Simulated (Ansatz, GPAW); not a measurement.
**How CuRhS2 (model structure) absorbs and reflects light**

Aim: the dielectric function of CuRhS2 (model structure), and the optical constants that follow from it. The structure is a model built here, which may or may not match a known phase. It was built so: All O replaced by S in the R-3m structure of CuRhO2. The cell is first relaxed with Ansatz.

Main program and level: GPAW 26.7.0; DFT, PBE, plane-wave PAW (GPAW data sets), scalar-relativistic, RPA, optical limit.

**1. Starting point**

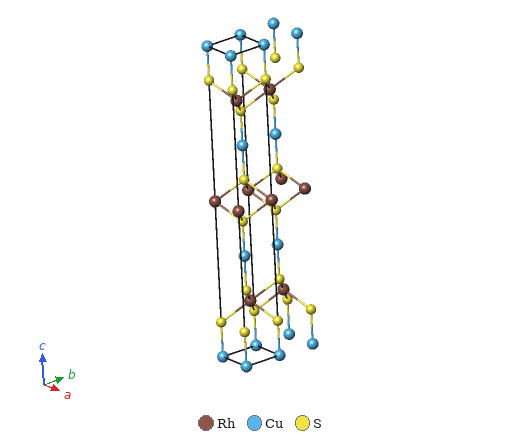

The cell as given, from a free direction (rhodium brown, copper blue, sulfur yellow). 1×2×1 cells are drawn. This picture shows the conventional cell, with its axes. Some periodic images of atoms are drawn too.

**2. Relaxation**

The structure was built or cut out here, so it is relaxed before any spectrum is computed.

This step: DFT, PBE, plane-wave PAW, default files, scalar-relativistic, relaxation (Ansatz 0.2.0).

File input.yaml:

```yaml
crystal:
  lattice:
    - [1.8033435975, 1.0411609115, 6.71097947]
    - [-1.8033435975, 1.0411609115, 6.71097947]
    - [0.0, -2.0823218229, 6.71097947]
  atoms:
    - { symbol: Rh, position: [0.5, 0.5, 0.5] }
    - { symbol: Cu, position: [0.0, 0.0, 0.0] }
    - { symbol: S, position: [0.889, 0.889, 0.889] }
    - { symbol: S, position: [0.111, 0.111, 0.111] }
kpoints:
  mp_grid: { grid: [7, 7, 7] }
scf:
  occupations: { method: fermi_dirac, width: 0.05 }
hamiltonian:
  xc: pbe
output:
  forces: true
  stress: true
relax:
  f_tol: 0.02
  max_steps: 50
  cell: {}
```

Launch:

```bash
$ ansatz run input.yaml --threads 1 --pin off --max-ram 4096MiB --backend cpu --events-out ev --progress --plain --runs-dir out
```

Numbers of over 12 decimals in the logs are rounded to 6 here.

The log of the run:

```text
basis.fft_grid_basis auto: the FFT boxes are laid along the combinations [[1, 0, -1], [0, 1, -1], [0, 0, 1]] of the cell's own vectors, 3.607, 3.607 and 7.027 Å long. The dense box has 25×25×48 points. Along the cell's own vectors, as sized, it would have 48×48×48, 3.69 times as many. Of the 12 symmetry operations that the crystal satisfies within crystal.symmetry.tolerance (time reversal apart; of a slab, those that [...]
Engine: ansatz 0.2.0, x86_64-unknown-linux-gnu
Pseudopotentials: kind: paw
Pseudopotential: Rh, paw, valence charge 17, recommended cutoff 420 eV (normal), Rh.paw.azcp
Pseudopotential: Cu, paw, valence charge 19, recommended cutoff 420 eV (normal), Cu.paw.azcp
Pseudopotential: S, paw, valence charge 6, recommended cutoff 420 eV (normal), S.paw.azcp
Functional definition: PBE
  parameter kappa = 0.804
  parameter beta = 0.066725
  exchange = pbe_x(kappa = kappa, mu = beta*pi^2/3)
  correlation = pbe_c(beta = beta)
Crystal: 4 atoms, lattice volume = 75.602 Å³
Basis set: ecut = 420 eV, 1469 PW (Γ), FFT grids on a1−a3, a2−a3, a3, exchange–correlation on 50×50×96 points (8 copies of the dense FFT grid, shifted against one another)
Bands: 29, of which v1, the nominal top of the filled ones, is band 24 counted from 1 (23 counted from 0)
Symmetry: 12 space group operations
Space group: R-3m (ITA 166), of the structure as read, at distance tolerance 4.2e-5 Å
k-points: 44 of 343
Non-local potential: Rh, projectors of the file, l = 0: 3, l = 1: 2, l = 2: 2, l = 3: 1
Non-local potential: Cu, projectors of the file, l = 0: 3, l = 1: 2, l = 2: 3, l = 3: 1
Non-local potential: S, projectors of the file, l = 0: 2, l = 1: 2, l = 2: 2
PAW form: soft (Blöchl's): semilocal exchange-correlation on the pseudo side does not see the compensation charge
PAW one-centre angular grid: Rh, 590 points (default); XC on 64 Gauss nodes
PAW one-centre angular grid: Cu, 590 points (default); XC on 64 Gauss nodes
PAW one-centre angular grid: S, 110 points (default); XC on 64 Gauss nodes
Initial density: superposition of atomic densities (neutral atoms: chi_scale 0, normalization atom), corrected by the library's trained network
Initial wavefunctions: pseudopotential atomic-orbital guess
Functional: x = pbe(κ = 0.804, μ = 0.219515), c = pbe(β = 0.066725)
SCF iter   1: F=—  HF=-14833.529685 eV  |F-HF|=—  |Δ(HF+E_count)|=         —  Δρ=5.01e-3  dr2=1.07e-2  ethr=1.77e-3  ⟨swp⟩=5.8  Hψ=5435  notcnv=0
preconditioner: auto → Resta (q_TF=auto, 2.529 Å⁻¹)  ε∞=10.3  [insulator: Δε(μ)=0.778 eV  Ē_g=7.935 eV  σ=0.050 eV  W_gap=1.00  n_scr=22 (ndim 8)  ℏωp=24.2 eV  f_vac=0.065  D(μ)=0.00/eV (n_scr^D=0)  ε∞_Penn≈10.3]
SCF iter   2: F=—  HF=-14833.530752 eV  |F-HF|=—  |Δ(HF+E_count)|=   1.07e-3  Δρ=4.20e-3  dr2=7.36e-3  ethr=2.23e-5  ⟨swp⟩=2.0  Hψ=2794  notcnv=0  defer=10
SCF iter   3: F=—  HF=-14833.529253 eV  |F-HF|=—  |Δ(HF+E_count)|=   1.50e-3  Δρ=1.63e-3  dr2=1.14e-3  ethr=1.53e-5  ⟨swp⟩=2.0  Hψ=1832  notcnv=0  defer=10
SCF iter   4: F=—  HF=-14833.529420 eV  |F-HF|=—  |Δ(HF+E_count)|=   1.67e-4  Δρ=4.12e-4  dr2=1.65e-4  ethr=2.37e-6  ⟨swp⟩=2.7  Hψ=2059  notcnv=0  defer=10
SCF iter   5: F=—  HF=-14833.529432 eV  |F-HF|=—  |Δ(HF+E_count)|=   1.20e-5  Δρ=2.98e-4  dr2=4.26e-5  ethr=3.43e-7  ⟨swp⟩=2.6  Hψ=1809  notcnv=0  defer=10
SCF iter   6: F=—  HF=-14833.529519 eV  |F-HF|=—  |Δ(HF+E_count)|=   8.77e-5  Δρ=6.80e-5  dr2=3.26e-6  ethr=8.87e-8  ⟨swp⟩=2.1  Hψ=1624  notcnv=0  defer=10
SCF iter   7: F=—  HF=-14833.529521 eV  |F-HF|=—  |Δ(HF+E_count)|=   1.05e-6  Δρ=2.72e-5  dr2=5.40e-7  ethr=6.80e-9  ⟨swp⟩=2.5  Hψ=1855  notcnv=0  defer=10
SCF iter   8: F=—  HF=-14833.529521 eV  |F-HF|=—  |Δ(HF+E_count)|=   5.56e-7  Δρ=1.78e-5  dr2=2.08e-7  ethr=1.12e-9  ⟨swp⟩=2.0  Hψ=1864  notcnv=0  defer=10
SCF iter   9: F=-14833.529521 eV  HF=-14833.529521 eV  |F-HF|=2.90e-9  |Δ(HF+E_count)|=   4.84e-8  Δρ=4.19e-6  dr2=9.99e-9  ethr=2.08e-10  ⟨swp⟩=4.0  Hψ=4255  notcnv=0
SCF 1 converged in 9 iterations: F = -14833.529521 eV  dr2 = 9.99e-9
  greatest PAW one-centre occupation: 1.000 electrons in one spin orbital (limit 2), on the Cu atom at site 1 (counted from 0), in its partial waves of l = 0
relax step   1: F+E_penalty+E_count = -14833.52952111 eV  Δ(F+E_penalty+E_count) = +0.000e0 eV  max|allowed force component| = 1.154e0 eV/Å  Δτ_max = 0.0000 Å  P = -0.705 GPa  Ω = 75.602 Å³  (9 SCF iters, dr2 threshold 1.00e-7 eV, accepted)
Crystal: 4 atoms, lattice volume = 74.599 Å³
Basis set: ecut = 420 eV, 1451 PW (Γ), FFT grids on a1−a3, a2−a3, a3, exchange–correlation on 50×50×96 points (8 copies of the dense FFT grid, shifted against one another)
Initial density: handed on by an earlier stage of this run
Initial wavefunctions: those handed on with the density
iter 1 solved again at ethr=4.62e-5 eV; its pass at ethr=3.10e-3 eV (dr2=2.22e-2 eV) is discarded
SCF iter   1: F=—  HF=-14833.599929 eV  |F-HF|=—  |Δ(HF+E_count)|=         —  Δρ=8.12e-3  dr2=2.26e-2  ethr=4.62e-5  ⟨swp⟩=1.0  Hψ=6278  notcnv=0
preconditioner: auto → Resta (q_TF=auto, 2.535 Å⁻¹)  ε∞=10.4  [insulator: Δε(μ)=0.707 eV  Ē_g=7.940 eV  σ=0.050 eV  W_gap=1.00  n_scr=22 (ndim 8)  ℏωp=24.3 eV  f_vac=0.045  D(μ)=0.00/eV (n_scr^D=0)  ε∞_Penn≈10.4]
SCF iter   2: F=—  HF=-14833.599808 eV  |F-HF|=—  |Δ(HF+E_count)|=   1.21e-4  Δρ=5.42e-3  dr2=1.05e-2  ethr=4.62e-5  ⟨swp⟩=2.0  Hψ=1914  notcnv=0
SCF iter   3: F=—  HF=-14833.597782 eV  |F-HF|=—  |Δ(HF+E_count)|=   2.03e-3  Δρ=3.27e-3  dr2=4.21e-3  ethr=2.20e-5  ⟨swp⟩=2.0  Hψ=2516  notcnv=0  defer=2
SCF iter   4: F=—  HF=-14833.597383 eV  |F-HF|=—  |Δ(HF+E_count)|=   3.98e-4  Δρ=1.28e-3  dr2=6.41e-4  ethr=8.77e-6  ⟨swp⟩=1.0  Hψ=1529  notcnv=0  defer=2
SCF iter   5: F=—  HF=-14833.597346 eV  |F-HF|=—  |Δ(HF+E_count)|=   3.75e-5  Δρ=3.55e-4  dr2=7.02e-5  ethr=1.34e-6  ⟨swp⟩=2.1  Hψ=1561  notcnv=0  defer=2
SCF iter   6: F=—  HF=-14833.597292 eV  |F-HF|=—  |Δ(HF+E_count)|=   5.41e-5  Δρ=9.37e-5  dr2=8.32e-6  ethr=1.46e-7  ⟨swp⟩=2.1  Hψ=1967  notcnv=0  defer=2
SCF iter   7: F=—  HF=-14833.597294 eV  |F-HF|=—  |Δ(HF+E_count)|=   1.77e-6  Δρ=4.89e-5  dr2=1.87e-6  ethr=1.73e-8  ⟨swp⟩=2.3  Hψ=1941  notcnv=0  defer=2
SCF iter   8: F=-14833.597294 eV  HF=-14833.597294 eV  |F-HF|=4.94e-8  |Δ(HF+E_count)|=   1.82e-7  Δρ=7.28e-6  dr2=5.75e-8  ethr=8.33e-10  ⟨swp⟩=3.0  Hψ=4976  notcnv=0
SCF 2 converged in 8 iterations: F = -14833.597294 eV  dr2 = 5.75e-8
relax step   2: F+E_penalty+E_count = -14833.59729364 eV  Δ(F+E_penalty+E_count) = -6.777e-2 eV  max|allowed force component| = 2.735e-1 eV/Å  Δτ_max = 0.0624 Å  P = -1.159 GPa  Ω = 74.599 Å³  energy of the carried Pulay correction = +3.317e-4 eV  (8 SCF iters, dr2 threshold 4.00e-7 eV, accepted)
Crystal: 4 atoms, lattice volume = 73.972 Å³
Basis set: ecut = 420 eV, 1433 PW (Γ), FFT grids on a1−a3, a2−a3, a3, exchange–correlation on 50×50×96 points (8 copies of the dense FFT grid, shifted against one another)
iter 1 solved again at ethr=1.69e-5 eV; its pass at ethr=3.10e-3 eV (dr2=8.13e-3 eV) is discarded
SCF iter   1: F=—  HF=-14833.616769 eV  |F-HF|=—  |Δ(HF+E_count)|=         —  Δρ=4.33e-3  dr2=8.16e-3  ethr=1.69e-5  ⟨swp⟩=1.1  Hψ=6142  notcnv=0
preconditioner: auto → Resta (q_TF=auto, 2.539 Å⁻¹)  ε∞=10.2  [insulator: Δε(μ)=0.708 eV  Ē_g=8.032 eV  σ=0.050 eV  W_gap=1.00  n_scr=22 (ndim 8)  ℏωp=24.4 eV  f_vac=0.045  D(μ)=0.00/eV (n_scr^D=0)  ε∞_Penn≈10.2]
SCF iter   2: F=—  HF=-14833.616769 eV  |F-HF|=—  |Δ(HF+E_count)|=   3.17e-7  Δρ=3.10e-3  dr2=4.38e-3  ethr=1.69e-5  ⟨swp⟩=2.0  Hψ=2440  notcnv=0
SCF iter   3: F=—  HF=-14833.615632 eV  |F-HF|=—  |Δ(HF+E_count)|=   1.14e-3  Δρ=1.35e-3  dr2=7.74e-4  ethr=9.12e-6  ⟨swp⟩=2.0  Hψ=2219  notcnv=0
SCF iter   4: F=—  HF=-14833.615524 eV  |F-HF|=—  |Δ(HF+E_count)|=   1.08e-4  Δρ=3.56e-4  dr2=8.28e-5  ethr=1.61e-6  ⟨swp⟩=2.5  Hψ=1897  notcnv=0
SCF iter   5: F=—  HF=-14833.615458 eV  |F-HF|=—  |Δ(HF+E_count)|=   6.57e-5  Δρ=1.95e-4  dr2=2.64e-5  ethr=1.73e-7  ⟨swp⟩=2.4  Hψ=1804  notcnv=0
SCF iter   6: F=—  HF=-14833.615460 eV  |F-HF|=—  |Δ(HF+E_count)|=   2.27e-6  Δρ=3.90e-5  dr2=2.06e-6  ethr=5.49e-8  ⟨swp⟩=2.0  Hψ=1534  notcnv=0
SCF iter   7: F=—  HF=-14833.615461 eV  |F-HF|=—  |Δ(HF+E_count)|=   7.54e-7  Δρ=3.64e-5  dr2=8.76e-7  ethr=8.33e-10  ⟨swp⟩=4.0  Hψ=4399  notcnv=0
SCF iter   8: F=-14833.615461 eV  HF=-14833.615461 eV  |F-HF|=1.14e-8  |Δ(HF+E_count)|=   9.58e-8  Δρ=4.95e-6  dr2=1.90e-8  ethr=8.33e-10  ⟨swp⟩=4.0  Hψ=4155  notcnv=0
SCF 3 converged in 8 iterations: F = -14833.615461 eV  dr2 = 1.90e-8
relax step   3: F+E_penalty+E_count = -14833.61546125 eV  Δ(F+E_penalty+E_count) = -1.817e-2 eV  max|allowed force component| = 8.673e-3 eV/Å  Δτ_max = 0.0073 Å  P = +0.039 GPa  Ω = 73.972 Å³  energy of the carried Pulay correction = +5.414e-4 eV  (8 SCF iters, dr2 threshold 4.00e-7 eV, accepted)
[...]
relax step   4: F+E_penalty+E_count = -14833.61575909 eV  Δ(F+E_penalty+E_count) = -2.978e-4 eV  max|allowed force component| = 7.505e-4 eV/Å  Δτ_max = 0.0032 Å  P = +0.018 GPa  Ω = 74.097 Å³  energy of the carried Pulay correction = +4.996e-4 eV  (6 SCF iters, dr2 threshold 1.70e-7 eV, accepted)
Basis set: ecut = 420 eV, 1433 PW (Γ), FFT grids on a1−a3, a2−a3, a3, exchange–correlation on 48×48×96 points (8 copies of the dense FFT grid, shifted against one another)
Initial wavefunctions: pseudopotential atomic-orbital guess (no wavefunctions were taken with the density)
iter 1 solved again at ethr=1.19e-7 eV; its pass at ethr=3.10e-3 eV (dr2=5.70e-5 eV) is discarded
SCF iter   1: F=—  HF=-14833.615320 eV  |F-HF|=—  |Δ(HF+E_count)|=         —  Δρ=4.39e-5  dr2=2.11e-7  ethr=1.19e-7  ⟨swp⟩=3.1  Hψ=8967  notcnv=0
preconditioner: auto → Resta (q_TF=auto, 2.538 Å⁻¹)  ε∞=10.2  [insulator: Δε(μ)=0.713 eV  Ē_g=8.044 eV  σ=0.050 eV  W_gap=1.00  n_scr=22 (ndim 8)  ℏωp=24.4 eV  f_vac=0.053  D(μ)=0.00/eV (n_scr^D=0)  ε∞_Penn≈10.2]
SCF iter   2: F=—  HF=-14833.615241 eV  |F-HF|=—  |Δ(HF+E_count)|=   7.88e-5  Δρ=4.56e-5  dr2=9.28e-7  ethr=4.40e-10  ⟨swp⟩=2.0  Hψ=2332  notcnv=0
SCF iter   3: F=—  HF=-14833.615241 eV  |F-HF|=—  |Δ(HF+E_count)|=   2.49e-8  Δρ=2.02e-5  dr2=8.91e-8  ethr=4.40e-10  ⟨swp⟩=2.0  Hψ=2329  notcnv=0
SCF iter   4: F=—  HF=-14833.615241 eV  |F-HF|=—  |Δ(HF+E_count)|=   1.69e-8  Δρ=8.40e-6  dr2=2.01e-8  ethr=1.86e-10  ⟨swp⟩=2.0  Hψ=1730  notcnv=0
SCF iter   5: F=—  HF=-14833.615241 eV  |F-HF|=—  |Δ(HF+E_count)|=   2.75e-9  Δρ=2.96e-6  dr2=3.02e-9  ethr=4.18e-11  ⟨swp⟩=2.5  Hψ=2071  notcnv=0
SCF iter   6: F=—  HF=-14833.615241 eV  |F-HF|=—  |Δ(HF+E_count)|=   1.64e-9  Δρ=1.12e-6  dr2=6.14e-10  ethr=6.28e-12  ⟨swp⟩=2.0  Hψ=1849  notcnv=0
SCF iter   7: F=—  HF=-14833.615241 eV  |F-HF|=—  |Δ(HF+E_count)|=  2.00e-10  Δρ=3.26e-7  dr2=1.16e-10  ethr=1.28e-12  ⟨swp⟩=2.0  Hψ=1687  notcnv=0
SCF iter   8: F=-14833.615241 eV  HF=-14833.615241 eV  |F-HF|=9.09e-12  |Δ(HF+E_count)|=  2.55e-11  Δρ=1.56e-7  dr2=1.88e-11  ethr=1.00e-12  ⟨swp⟩=4.0  Hψ=4227  notcnv=0
SCF 5 converged in 8 iterations: F = -14833.615241 eV  dr2 = 1.88e-11
relax step   5: F+E_penalty+E_count = -14833.61524126 eV  Δ(F+E_penalty+E_count) = +5.178e-4 eV  max|allowed force component| = 5.977e-4 eV/Å  Δτ_max = 0.0000 Å  P = +0.019 GPa  Ω = 74.097 Å³  stress off target by 3.76e-2 GPa  SCF on the basis re-selected at this cell (its energy is not comparable with the rows above)  (8 SCF iters)
basis re-selected at this cell: Δ(F+E_penalty+E_count) = +5.178e-4 eV, ΔP = +0.001 GPa vs the last step (what re-selecting the basis moved, of the pressure what is left beyond the Pulay correction that the steps carried, after the strain that the cell walked since its last selection, with what the two solves' SCF thresholds leave and, on support functions, any second-order correction that the steps lacked; it is no measure of the basis error at this ecutwfc). The dense FFT grid was sized anew with the basis: this SCF ran on 24×24×48 points, the steps before it on 25×25×48, so part of this shift can come from that change (see relax.cell in the input reference). [rest of the remark cut]
SCF converged after 8 iterations
Free energy (F): -14833.615241 eV
Harris-Foulkes:  -14833.615241 eV  (|F-HF|=9.09e-12)
Internal energy: -14833.615196 eV  (E = F + TS)
E sigma→0 (E₀):  -14833.615219 eV
Entropy (-TS):   -0.000045 eV (-0.011 meV/atom)
Fermi energy:    9.616323 eV
--- Per-component energies (eV) ---
  E_band       = -753.327549
  E_kinetic    = 1089.217840
  E_local      = -8250.610471  (includes V_loc(G=0)·N_el)
  E_nonlocal   = 805.517312
  E_hartree    = 3455.757132
  E_xc         = -504.488929
  E_vxc        = -567.445563  (∫ρ·V_xc dr)
  E_paw        = -6455.163473  (= ΣΔE_a)
  E_vpaw       = -741.522372  (= ΣTr[D̂ρ^β])
  E_aug_tail   = 0.001164  (compensation charges beyond the density's cutoff)
  E_ewald      = -4973.845771
  E_smearing   = -0.000045  (= −TS)
  E_closure    = -0.000000  (closes the sum)
  Σ components = -14833.615241   (vs F -14833.615241, Δ=0.00e0)
--- Forces (eV/Å), atoms counted from 1 ---
  atom   1  Rh    -0.00000000     0.00000000     0.00000000
  atom   2  Cu    -0.00000000     0.00000000     0.00000000
  atom   3  S     -0.00000000    -0.00000000    -0.00059774
  atom   4  S      0.00000000     0.00000000     0.00059774
  max |Σ_I F_I| component: 2.10e-31 eV/Å
--- Stress (GPa, compression-positive) ---
        0.009241      -0.000000      -0.000000
       -0.000000       0.009241       0.000000
       -0.000000       0.000000       0.037580
  P = ⅓ Tr σ = 0.0187 GPa (0.187 kbar)
--- Relaxed structure (4 steps of the walk, 4 accepted, 1 SCFs on fresh bases) ---
  F+E_penalty+E_count = -14833.61524126 eV   max|allowed force component| = 5.977e-4 eV/Å   (the final SCF, on the basis selected at the relaxed cell)
  cell:  # Å, volume = 74.0967 Å³
    - [1.793032, 1.035208, 6.653224]
    - [-1.793032, 1.035208, 6.653224]
    - [0, -2.070415, 6.653224]
  atoms:
    - { symbol: Rh, position: [0.5, 0.5, 0.500000] }
    - { symbol: Cu, position: [0, 0, 0] }
    - { symbol: S, position: [0.892308, 0.892308, 0.892308] }
    - { symbol: S, position: [0.107692, 0.107692, 0.107692] }
```

The job ended after 14 s (1 thread of AMD EPYC 9R14 (Zen 4), shared host; peak memory 0.48 GiB).

Relaxation path:

```
step  energy less that of the first step (eV)  largest force component (eV/Å)  pressure (GPa)  volume (Å³)
   1                                   0.0000                          1.1539           -0.70        75.60
   2                                  -0.0678                          0.2735           -1.16        74.60
   3                                  -0.0859                          0.0087            0.04        73.97
   4                                  -0.0862                          0.0008            0.02        74.10
  5*                                  -0.0857                          0.0006            0.02        74.10
```

Relaxation steps marked * repeat the geometry before them on a plane-wave basis chosen anew for their cell, so energy and pressure can jump there.

Forces are held to the 12 operations that the run works with; a distortion that breaks them can't arise in this run.

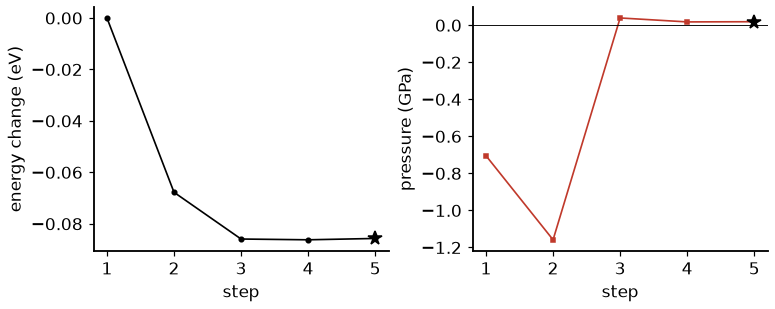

Energy and pressure along the relaxation. Stars mark steps on a basis chosen anew.

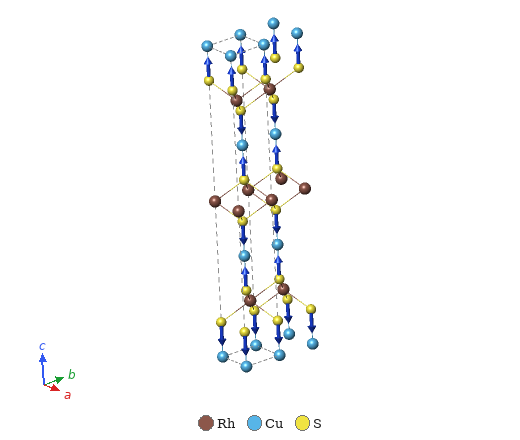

Displacements in the relaxation, exaggerated, measured against the changing cell; the longest in the cell stands for 0.07 Å. 1×2×1 conventional cells are drawn. Some periodic images of atoms are drawn too.

```
conventional cell, symmetrised  before   after  change
                         a (Å)   3.607   3.586  -0.6 %
                         b (Å)   3.607   3.586  -0.6 %
                         c (Å)  20.133  19.960  -0.9 %
              volume (Å³/atom)   18.90   18.52  -2.0 %
```

The atoms that moved most (Å, as changes of fractional coordinates times the final cell):

```
atom     dx     dy      dz  length
  S3  0.000  0.000   0.066   0.066
  S4  0.000  0.000  -0.066   0.066
```

The relaxed structure:

```
Rh Cu S
1.0
     1.79303    1.03521    6.65322
    -1.79303    1.03521    6.65322
     0.00000   -2.07042    6.65322
Rh Cu S
1 1 2
Direct
  0.50000 0.50000 0.50000
  0.00000 0.00000 0.00000
  0.89231 0.89231 0.89231
  0.10769 0.10769 0.10769
```

The relaxation ends with a largest force component of 6.0e-4 eV/Å and a pressure of 0.02 GPa.

[end of part 1 of 3]

[Machine, clock and banner lines and Python warnings are left out of the logs.]

[Logs are printed without paths, hosts, clocks, repeated set-up lines and the standing remarks that a program may print on its own settings, such as how far it seeks lower states.]

[Hosts, paths, dates, database ids (printed as entryN), source tags and the programs' standing remarks are cut or masked in the printed files.]
